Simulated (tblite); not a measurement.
# C$_{4}$H$_{5}$F$_{3}$S (charge +1): geometry relaxation (part 2 of 2)

C$_{4}$H$_{5}$F$_{3}$S, charge +1, multiplicity 2; GFN2-xTB geometry optimisation, gas phase (tblite 0.8.0). It belongs to a series of runs on one base structure; here: electron removed.

**Trajectory as extended XYZ, continued**
```
13
Properties=species:S:1:pos:R:3:forces:R:3 step=59 energy=-762.58824
C    -1.6546    1.3066   -0.6325    0.0140  -0.0010   0.0700
C    -0.6354    0.5065   -0.2661   -0.0250  -0.0020  -0.0830
S     1.0043    1.0667   -0.5189   -0.0020  -0.0150   0.0010
C     2.0976   -0.1532    0.1770    0.0500  -0.0330   0.0420
C    -0.8804   -0.8861    0.3146    0.0150   0.0120   0.0020
F    -2.1698   -1.1267    0.4659    0.1550  -0.0150   0.0390
F    -0.3597   -1.8241   -0.4883   -0.0730   0.0500  -0.0100
F    -0.2654   -1.0212    1.4968   -0.1570   0.0230   0.0110
H    -2.6901    1.0181   -0.4914    0.0940  -0.0150  -0.0310
H    -1.4731    2.2825   -1.0619   -0.0180  -0.0660   0.0240
H     1.8862   -1.1665   -0.1769    0.0030   0.1190   0.0260
H     2.0260   -0.1387    1.2703   -0.0260  -0.0490  -0.0650
H     3.1099    0.1365   -0.1064   -0.0300  -0.0090  -0.0250
13
Properties=species:S:1:pos:R:3:forces:R:3 step=65 energy=-762.59656
C    -1.6502    1.3069   -0.6231    0.0120  -0.0140  -0.0160
C    -0.6279    0.5079   -0.2655   -0.0150   0.0250   0.0000
S     1.0094    1.0681   -0.5272    0.0070   0.0070  -0.0110
C     2.1026   -0.1652    0.1465    0.0190   0.0620  -0.0110
C    -0.8771   -0.8713    0.3451   -0.0380   0.0290  -0.0150
F    -2.1646   -1.1409    0.4208   -0.0430  -0.0060   0.0020
F    -0.2911   -1.8210   -0.3937    0.0050  -0.0080   0.0130
F    -0.3577   -0.9517    1.5747    0.0340   0.0150  -0.0210
H    -2.6823    1.0125   -0.4878    0.0170  -0.0390   0.0180
H    -1.4824    2.2784   -1.0636    0.0320  -0.0150   0.0160
H     1.9452   -1.1417   -0.3142   -0.0040  -0.0090   0.0020
H     1.9523   -0.2557    1.2248    0.0160  -0.0390   0.0050
H     3.1194    0.1742   -0.0544   -0.0430  -0.0090   0.0170
13
Properties=species:S:1:pos:R:3:forces:R:3 step=70 energy=-762.59779
C    -1.6489    1.3047   -0.6249   -0.0010   0.0010  -0.0010
C    -0.6261    0.5088   -0.2672    0.0020  -0.0040  -0.0070
S     1.0113    1.0663   -0.5349   -0.0040   0.0060   0.0110
C     2.1034   -0.1645    0.1423   -0.0120  -0.0050   0.0010
C    -0.8810   -0.8654    0.3491    0.0080  -0.0090   0.0020
F    -2.1689   -1.1378    0.4210    0.0110   0.0140   0.0070
F    -0.2891   -1.8198   -0.3790   -0.0020  -0.0140   0.0120
F    -0.3640   -0.9340    1.5811    0.0030  -0.0060  -0.0100
H    -2.6769    1.0013   -0.4817   -0.0130   0.0040  -0.0050
H    -1.4799    2.2758   -1.0634   -0.0020   0.0120  -0.0060
H     1.9621   -1.1339   -0.3404    0.0080   0.0000  -0.0120
H     1.9343   -0.2879    1.2148    0.0160   0.0040  -0.0070
H     3.1194    0.1871   -0.0345   -0.0140  -0.0050   0.0160
13
Properties=species:S:1:pos:R:3:forces:R:3 step=76 energy=-762.59823
C    -1.6494    1.3041   -0.6271    0.0000   0.0030  -0.0020
C    -0.6259    0.5073   -0.2715   -0.0020   0.0000   0.0040
S     1.0113    1.0654   -0.5363   -0.0090   0.0140   0.0070
C     2.1019   -0.1682    0.1375    0.0100   0.0020   0.0010
C    -0.8798   -0.8632    0.3543   -0.0020   0.0010   0.0040
F    -2.1679   -1.1339    0.4252   -0.0030  -0.0020   0.0040
F    -0.2850   -1.8253   -0.3604   -0.0020   0.0010   0.0000
F    -0.3674   -0.9195    1.5889    0.0040  -0.0030   0.0010
H    -2.6783    1.0035   -0.4797    0.0090   0.0030  -0.0110
H    -1.4803    2.2748   -1.0679   -0.0030  -0.0070   0.0000
H     1.9831   -1.1251   -0.3763    0.0040   0.0020   0.0110
H     1.9166   -0.3194    1.2034   -0.0050  -0.0100  -0.0120
H     3.1169    0.1998   -0.0079   -0.0020  -0.0050  -0.0060
13
Properties=species:S:1:pos:R:3:forces:R:3 step=82 energy=-762.59838
C    -1.6493    1.3036   -0.6287    0.0000  -0.0010   0.0000
C    -0.6262    0.5073   -0.2704   -0.0020   0.0040   0.0030
S     1.0105    1.0692   -0.5318    0.0030  -0.0050   0.0060
C     2.1022   -0.1676    0.1349   -0.0010  -0.0090   0.0010
C    -0.8797   -0.8627    0.3573   -0.0010   0.0040   0.0020
F    -2.1679   -1.1329    0.4290    0.0000  -0.0020   0.0040
F    -0.2849   -1.8266   -0.3547   -0.0020   0.0060  -0.0080
F    -0.3666   -0.9170    1.5919   -0.0020   0.0020   0.0050
H    -2.6786    1.0042   -0.4840    0.0040  -0.0060  -0.0060
H    -1.4803    2.2740   -1.0701    0.0040  -0.0050  -0.0010
H     1.9893   -1.1212   -0.3859   -0.0050   0.0020  -0.0100
H     1.9095   -0.3319    1.1973    0.0080   0.0030   0.0030
H     3.1176    0.2021   -0.0023   -0.0050   0.0060   0.0000
13
Properties=species:S:1:pos:R:3:forces:R:3 step=88 energy=-762.59874
C    -1.6502    1.3013   -0.6356    0.0030  -0.0030  -0.0030
C    -0.6280    0.5122   -0.2605    0.0070  -0.0030  -0.0010
S     1.0091    1.0801   -0.5066    0.0000   0.0030  -0.0020
C     2.1018   -0.1716    0.1299   -0.0010   0.0100   0.0010
C    -0.8800   -0.8573    0.3679    0.0030  -0.0020   0.0000
F    -2.1671   -1.1314    0.4437   -0.0030   0.0110  -0.0050
F    -0.2850   -1.8189   -0.3473   -0.0010  -0.0070   0.0040
F    -0.3641   -0.9102    1.6014    0.0030  -0.0060   0.0020
H    -2.6792    0.9936   -0.5080   -0.0030   0.0050   0.0010
H    -1.4782    2.2709   -1.0772   -0.0090   0.0010  -0.0030
H     1.9943   -1.1097   -0.4193   -0.0110  -0.0030  -0.0020
H     1.9058   -0.3634    1.1864    0.0070  -0.0150   0.0150
H     3.1163    0.2047    0.0074    0.0050   0.0100  -0.0050
13
Properties=species:S:1:pos:R:3:forces:R:3 step=94 energy=-762.59899
C    -1.6504    1.2990   -0.6405    0.0020   0.0000   0.0010
C    -0.6283    0.5141   -0.2554    0.0010  -0.0030  -0.0040
S     1.0086    1.0871   -0.4894   -0.0020   0.0050   0.0080
C     2.1032   -0.1699    0.1335    0.0010   0.0010   0.0000
C    -0.8809   -0.8573    0.3690    0.0000  -0.0010  -0.0020
F    -2.1690   -1.1240    0.4532   -0.0010  -0.0010  -0.0020
F    -0.2965   -1.8179   -0.3564   -0.0030  -0.0050  -0.0010
F    -0.3550   -0.9216    1.5975    0.0000   0.0070  -0.0010
H    -2.6800    0.9888   -0.5230    0.0050  -0.0020   0.0060
H    -1.4794    2.2693   -1.0813    0.0010  -0.0030  -0.0020
H     1.9826   -1.1073   -0.4141   -0.0030   0.0000  -0.0040
H     1.9241   -0.3643    1.1932   -0.0030   0.0050  -0.0010
H     3.1167    0.2045   -0.0039    0.0020  -0.0030   0.0000
```

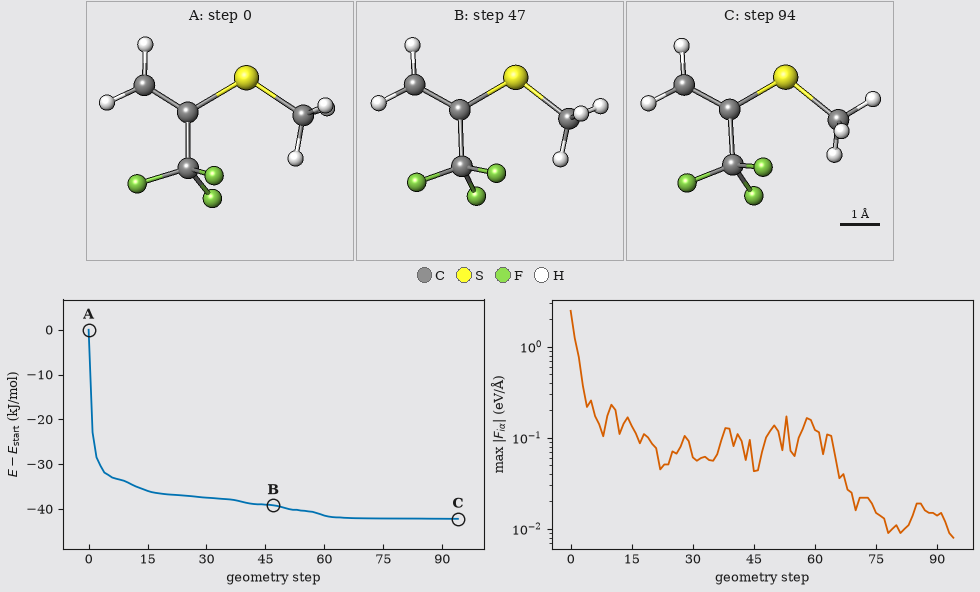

Frames of the relaxation (ball-and-stick view, seen at a tilt) above the curves, on which the letters mark them (steps are counted from 0).

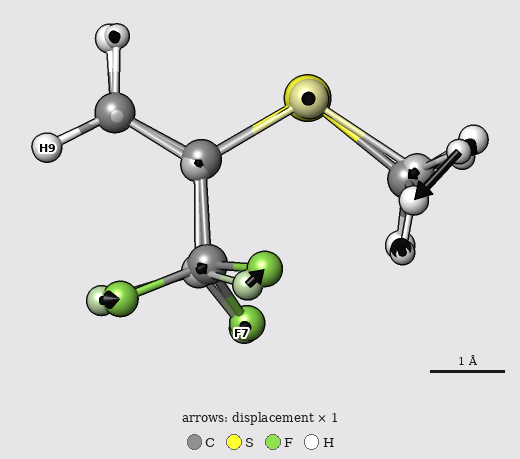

Start (faint) and end (solid) with the displacements as black arrows, at true length (ball-and-stick view, seen at a tilt). The two geometries are laid on each other by the best rigid fit. H12 moves most after the best rigid fit: 0.91 Å. Largest moves by element: H 0.91 Å, F 0.33 Å, S 0.19 Å, C 0.18 Å. Among the contacts that change: C5–F6 1.401 → 1.318 Å, C2–S3 1.804 → 1.750 Å, C5–F7 1.382 → 1.338 Å, C4–H11 1.136 → 1.092 Å. Among the angles that change: C2–S3–C4 114.5° → 107.3°, H11–C4–H13 103.8° → 109.5°, C2–C5–F6 108.1° → 111.7°. The energy falls by 42.2 kJ/mol in 94 geometry steps. Largest force component: 2.5 eV/Å at the start, 0.008 eV/Å at the end. (Atoms are counted from 1 in the order of the input.)

The run was set up as follows.

**Input file**
```
{"job": {"kind": "relax", "xc": "GFN2-xTB", "basis": "xTB"}, "charge": 1, "multiplicity": 2}
C     -1.658600     1.288500    -0.602100
C     -0.698000     0.448800    -0.227100
S      0.985000     1.093500    -0.294500
C      2.233100    -0.058400     0.213500
C     -0.990900    -0.943800     0.249900
F     -2.376500    -1.143000     0.187100
F     -0.308300    -1.892900    -0.486800
F     -0.623400    -1.111300     1.574200
H     -2.707500     0.994800    -0.590200
H     -1.416700     2.299800    -0.928200
H      1.876100    -1.136400     0.207600
H      2.632900     0.206200     1.220900
H      3.048400    -0.045400    -0.542100
```

The first line tells a small driver script what to run in tblite; the rest is the geometry in Å.

Run as:
```bash
OMP_NUM_THREADS=1 python <driver script> task.json out
```

**Summary**

```tsv
quantity	value
outcome	converged
total energy	−762.5990 eV
hardware	1 CPU thread, shared host
peak memory	0.18 GiB
```
